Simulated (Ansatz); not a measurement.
## Pressure series in MoSi2

Consider MoSi$_{2}$ (space group I4/mmm, No. 139; a = 3.174 Å, c = 7.777 Å).

Cell and atoms are relaxed at each pressure.

All numbers come from Ansatz (a program for electronic structure) LDA, no spin-orbit coupling.

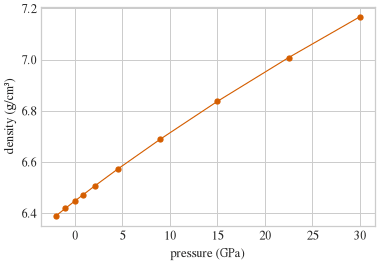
*Density against pressure*

| pressure (GPa) | density |
|---|---|
| -2 | 6.39 g/cm³ |
| -1 | 6.42 g/cm³ |
| 0.9 | 6.47 g/cm³ |
| 2.1 | 6.51 g/cm³ |
| 4.5 | 6.57 g/cm³ |
| 9 | 6.69 g/cm³ |
| 15 | 6.84 g/cm³ |
| 22.5 | 7.01 g/cm³ |
| 30 | 7.17 g/cm³ |

Load acts through the strain it causes; cell and atoms are relaxed under it. No phonon test of stability was made. No other phases were tried under pressure. The final runs are not spin-polarised.
